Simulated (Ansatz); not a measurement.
**Two runs on CO$_{2}$**

System: CO$_{2}$, SMILES O=C=O.
Method of run 1: RKS r2SCAN-D4/def2-TZVPP (Ansatz 0.2.0).

Text and figures count atoms from 1; the logs count them from 0 in places.

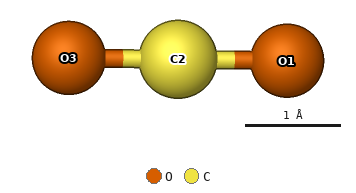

The structure as given in the input (ball-and-stick view, seen on its broad side; atoms are numbered from 1 in the order of the input).

The input, run 1:
```yaml
crystal:
  periodic: [false, false, false]
  atoms:
    - { symbol: O, position_ang: [0.0, 0.0, -1.15678523] }
    - { symbol: C, position_ang: [0.0, 0.0, 0.0] }
    - { symbol: O, position_ang: [0.0, 0.0, 1.15678523] }
basis:
  gaussian: { orbitals: def2-TZVPP }
hamiltonian:
  xc: r2scan
  dispersion: d4
relax:
  f_tol: 0.002
  max_steps: 150
```

Command:
```bash
ansatz run input.yaml --threads 2 --pin off --max-ram 5120MiB --backend cpu --events-out ev --progress --plain --runs-dir out
```

Hardware: 2 threads of Arm Neoverse V1, 24 GiB of memory available, shared host.

Output (run 1):
```
The last accepted step is kept in [file] (removed where the run ends without a failure and the disk answers)
Engine: ansatz 0.2.0, aarch64-unknown-linux-gnu
Functional definition: r2SCAN
  parameter k0 = 0.174
  parameter k1 = 0.065
  parameter a1 = 4.9479
  exchange = r2scan_x(k0 = k0, k1 = k1, a1 = a1)
  correlation = r2scan_c
482 factors; their error is unknown
mean field evaluation 1: about -5127.6226 eV, gradient 5.2e1 eV
mean field evaluation 2: about -5121.0033 eV, gradient 8.2e1 eV
mean field evaluation 4: about -5131.5065 eV, gradient 8.0e-1 eV
mean field evaluation 8: about -5131.5095 eV, gradient 1.5e-1 eV
mean field evaluation 16: about -5131.5096 eV, gradient 4.8e-6 eV
mean field -5131.50955017 eV, -188.5794977068 hartree, gradient 4.8e-6 eV, S^2 0.000000; 0 other end points of the search recorded, 0 dependent functions left out
the calculation of the forces begins
reference -5131.50955523 eV, -188.5794978924 hartree; 11, 11 occupied and 82, 82 virtual orbitals, 482 factors
relax step   1: F+E_penalty+E_count = -5131.51560721 eV  Δ(F+E_penalty+E_count) = +0.000e0 eV  max|allowed force component| = 5.448e-1 eV/Å  Δτ_max = 0.0000 Å  (26 SCF iters, accepted)
these checks for a lower state are left out or cut short: starts, cluster_reference, orbital_swaps, neighbouring_geometries, increment
482 factors; their error is unknown
mean field -5131.51219813 eV, -188.5795950172 hartree, gradient 9.1e-6 eV, S^2 0.000000; 0 other end points of the search recorded, 0 dependent functions left out
the calculation of the forces begins
reference -5131.51220319 eV, -188.5795952033 hartree; 11, 11 occupied and 82, 82 virtual orbitals, 482 factors
relax step   2: F+E_penalty+E_count = -5131.51825364 eV  Δ(F+E_penalty+E_count) = -2.646e-3 eV  max|allowed force component| = 3.790e-2 eV/Å  Δτ_max = 0.0046 Å  (29 SCF iters, accepted)
these checks for a lower state are left out or cut short: starts, cluster_reference, orbital_swaps, neighbouring_geometries, increment
482 factors; their error is unknown
mean field evaluation 32: about -5131.5122 eV, gradient 9.1e-6 eV
mean field -5131.51221138 eV, -188.5795955045 hartree, gradient 9.1e-6 eV, S^2 0.000000; 0 other end points of the search recorded, 0 dependent functions left out
the calculation of the forces begins
reference -5131.51221645 eV, -188.5795956905 hartree; 11, 11 occupied and 82, 82 virtual orbitals, 482 factors
relax step   3: F+E_penalty+E_count = -5131.51826679 eV  Δ(F+E_penalty+E_count) = -1.314e-5 eV  max|allowed force component| = 4.146e-4 eV/Å  Δτ_max = 0.0003 Å  (29 SCF iters, accepted)
482 factors; their error is unknown
mean field -5131.51221138 eV, -188.5795955045 hartree, gradient 9.1e-6 eV, S^2 0.000000; 1 other end points of the search recorded, 0 dependent functions left out
the calculation of the forces begins
reference -5131.51221645 eV, -188.5795956905 hartree; 11, 11 occupied and 82, 82 virtual orbitals, 482 factors
Total energy: -5131.51827185 eV, -188.5798182224 hartree
Atom 0 at     0.000000    -0.000000    -1.161691 Å, force     0.000000     0.000000    -0.000415 eV/Å
Atom 1 at    -0.000000     0.000000    -0.000000 Å, force    -0.000000    -0.000000     0.000000 eV/Å
Atom 2 at     0.000000    -0.000000     1.161691 Å, force     0.000000     0.000000     0.000415 eV/Å
Dipole moment:     0.000000     0.000000    -0.000000 e Å
```

The input of run 2 differs as follows (lines with − go, lines with + come):
```diff
-  xc: r2scan
+  xc: pbe
```

What does this change do to the results?

The total energies belong to different methods, so their difference says nothing on which is more stable or more accurate. The functional changes from r2SCAN to PBE. On the same kind of shared host run 2 took about 0.6 times as long.

Output, shortened to warnings, some set-up lines, iterations and results (run 2):
```
[...]
mean field evaluation 1: about -5124.2045 eV, gradient 5.5e1 eV
mean field evaluation 2: about -5114.0568 eV, gradient 9.6e1 eV
mean field evaluation 4: about -5128.7562 eV, gradient 1.5e0 eV
mean field evaluation 8: about -5128.7624 eV, gradient 2.4e-2 eV
mean field evaluation 16: about -5128.7602 eV, gradient 1.9e-6 eV
relax step   1: F+E_penalty+E_count = -5128.78691909 eV  Δ(F+E_penalty+E_count) = +0.000e0 eV  max|allowed force component| = 1.565e0 eV/Å  Δτ_max = 0.0000 Å  (26 SCF iters, …
relax step   2: F+E_penalty+E_count = -5128.80897698 eV  Δ(F+E_penalty+E_count) = -2.206e-2 eV  max|allowed force component| = 1.401e-1 eV/Å  Δτ_max = 0.0131 Å  (27 SCF …
mean field evaluation 32: about -5128.7825 eV, gradient 2.3e-5 eV
relax step   3: F+E_penalty+E_count = -5128.80916641 eV  Δ(F+E_penalty+E_count) = -1.894e-4 eV  max|allowed force component| = 4.570e-3 eV/Å  Δτ_max = 0.0013 Å  (28 SCF …
relax step   4: F+E_penalty+E_count = -5128.80916661 eV  Δ(F+E_penalty+E_count) = -2.031e-7 eV  max|allowed force component| = 1.611e-5 eV/Å  Δτ_max = 0.0000 Å  (17 SCF …
482 factors; their error is unknown
mean field -5128.78247871 eV, -188.4792796790 hartree, gradient 1.2e-5 eV, S^2 0.000000; 1 other end points of the search recorded, 0 dependent functions left out
the calculation of the forces begins
reference -5128.78249935 eV, -188.4792804374 hartree; 11, 11 occupied and 82, 82 virtual orbitals, 482 factors
Total energy: -5128.80918725 eV, -188.4802611996 hartree
Atom 0 at     0.000000     0.000000    -1.171245 Å, force    -0.000000    -0.000000    -0.000016 eV/Å
Atom 1 at    -0.000000    -0.000000    -0.000000 Å, force     0.000000     0.000000    -0.000000 eV/Å
Atom 2 at    -0.000000     0.000000     1.171245 Å, force    -0.000000     0.000000     0.000016 eV/Å
Dipole moment:     0.000000    -0.000000    -0.000000 e Å
```

The two runs side by side:

| quantity | run 1 | run 2 |
| --- | --- | --- |
| outcome | converged | converged |
| total energy (hartree) | −188.579818 | −188.480261 |
| largest force (eV/Å) | 0.000 | 0.000 |
| basis functions | 93 | 93 |
| wall time (shared host) | 4.8 s | 2.9 s |
